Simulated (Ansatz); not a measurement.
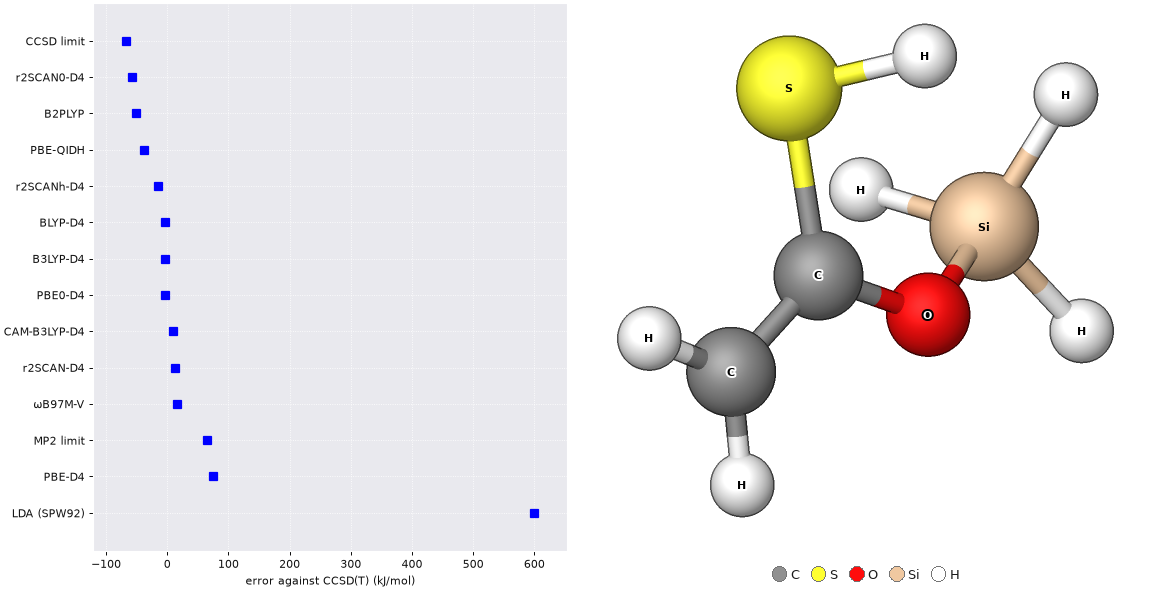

Error in the electronic atomisation energy (method less reference, so positive means overbinding) of C₂H₆OSSi (enethiol tautomer), SMILES C=C(S)O[SiH3]: functionals in def2-TZVPP against frozen-core CCSD(T) at the limit (MP2 extrapolated from triple and quadruple zeta, plus CCSD(T) less MP2 in a smaller set), which gives 4005.8 kJ/mol, at a PBE0-D4/def2-TZVP geometry (a minimum by its frequencies), no zero-point or spin-orbit term, the Ansatz code. The reference leaves out core correlation, a term that grows with the number of heavy atoms. B2PLYP and PBE-QIDH hold a correlation term that converges slowly with the basis, so part of the distance to the limit is basis error. No dispersion term is added to B2PLYP and PBE-QIDH. Limit means the basis limit.

> Which of these levels overbind, and which underbind?

Overbind: MP2 limit, PBE-D4 and LDA (SPW92). Underbind: CCSD limit, r2SCAN0-D4, B2PLYP and PBE-QIDH. Within 25 kJ/mol of zero, too close to call in view of what the reference leaves out: r2SCANh-D4, BLYP-D4, B3LYP-D4, PBE0-D4, CAM-B3LYP-D4, r2SCAN-D4 and ωB97M-V.

> What range do the values span?

From −67.5 kJ/mol (CCSD limit) to 600.1 kJ/mol (LDA (SPW92)).

Caveats, for all or some of the runs: one conformer of a flexible molecule.
